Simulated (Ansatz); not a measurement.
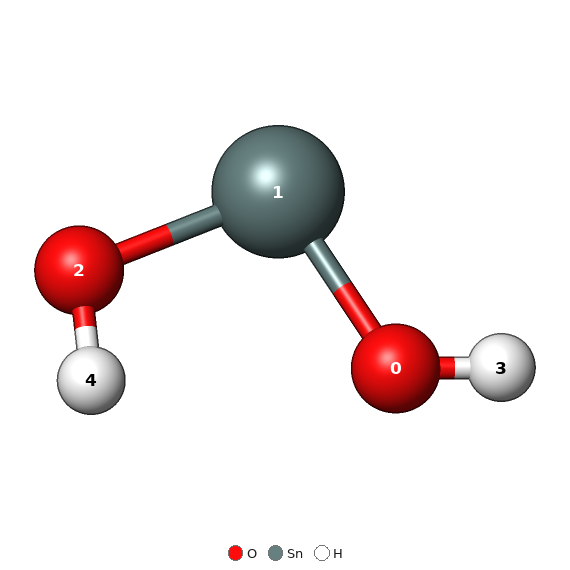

The picture shows the input geometry. Atoms are numbered from 0, in the order of the input.

Input file:

```yaml
crystal:
  periodic: [false, false, false]
  atoms:
    - {symbol: O, position_ang: [-1.036908, 0.137868, -0.645068]}
    - {symbol: Sn, position_ang: [-0.164441, -0.895290, 0.701461]}
    - {symbol: O, position_ang: [1.554173, -0.067195, 0.613354]}
    - {symbol: H, position_ang: [-1.918419, -0.043421, -0.863524]}
    - {symbol: H, position_ang: [1.517027, 0.702868, -0.083585]}
basis:
  gaussian: {orbitals: def2-TZVPP}
correlation: {method: ccsd_t}
output: {forces: true}
```

Result:

```
Functional definition: HF
  name "HF"
  cite "Fock, Z. Phys. 61, 126 (1930) doi:10.1007/BF01340294"
  parent pbe
  exchange = exact_x
  correlation = 0
1041 factors; integrals over basis functions are off by at most 8.5e-4 eV
mean field evaluation 1: about -9908.8956 eV, gradient 5.6e1 eV
mean field evaluation 2: about -9909.0362 eV, gradient 5.6e1 eV
mean field evaluation 4: about -9914.5522 eV, gradient 2.7e0 eV
mean field evaluation 8: about -9914.6121 eV, gradient 4.1e-1 eV
mean field evaluation 16: about -9914.6128 eV, gradient 1.1e-6 eV
mean field -9914.61280745 eV, -364.3553003080 hartree, gradient 1.1e-6 eV, S^2 0.000000; 0 other end points of the search recorded, 0 dependent functions left out
6 core orbitals not correlated: weight in the atoms' cores, before any rotation towards them, 1.000 or more for the frozen orbitals, at most 0.000 for the correlated occupied ones
reference -9914.61280745 eV, -364.3553003080 hartree; 14, 14 occupied and 120, 120 virtual orbitals, 1041 factors
second order -21.79882270 eV of doubles, -0.00000000 eV of singles
cycle   1  -20.93471776 eV  change    8.6e-1 eV  update   1.2e-1
cycle   2  -21.46475731 eV  change   -5.3e-1 eV  update   4.0e-2
cycle   3  -21.59377448 eV  change   -1.3e-1 eV  update   2.3e-2
cycle   4  -21.57992770 eV  change    1.4e-2 eV  update   7.2e-3
cycle   5  -21.57441475 eV  change    5.5e-3 eV  update   3.2e-3
cycle   6  -21.57594621 eV  change   -1.5e-3 eV  update   1.2e-3
cycle   7  -21.57569373 eV  change    2.5e-4 eV  update   4.0e-4
cycle   8  -21.57550613 eV  change    1.9e-4 eV  update   1.1e-4
cycle   9  -21.57553928 eV  change   -3.3e-5 eV  update   4.8e-5
cycle  10  -21.57555350 eV  change   -1.4e-5 eV  update   1.7e-5
cycle  11  -21.57553773 eV  change    1.6e-5 eV  update   9.7e-6
cycle  12  -21.57554981 eV  change   -1.2e-5 eV  update   3.3e-6
perturbative correction -0.75342265 eV, -0.0276877716 hartree
the calculation of the forces begins
working
working
Total energy: -9936.94177991 eV, -365.1758749107 hartree
Atom 0 at    -1.036908     0.137868    -0.645068 Å, force     1.306279     1.492917    -0.832404 eV/Å
Atom 1 at    -0.164441    -0.895290     0.701461 Å, force    -0.741587    -2.015382     1.588887 eV/Å
Atom 2 at     1.554173    -0.067195     0.613354 Å, force     0.967219     3.040294    -2.302068 eV/Å
Atom 3 at    -1.918419    -0.043421    -0.863524 Å, force    -1.813726    -0.397896    -0.408774 eV/Å
Atom 4 at     1.517027     0.702868    -0.083585 Å, force     0.281815    -2.119933     1.954359 eV/Å
Dipole moment:    -0.417104    -0.123106    -0.045262 e Å
```
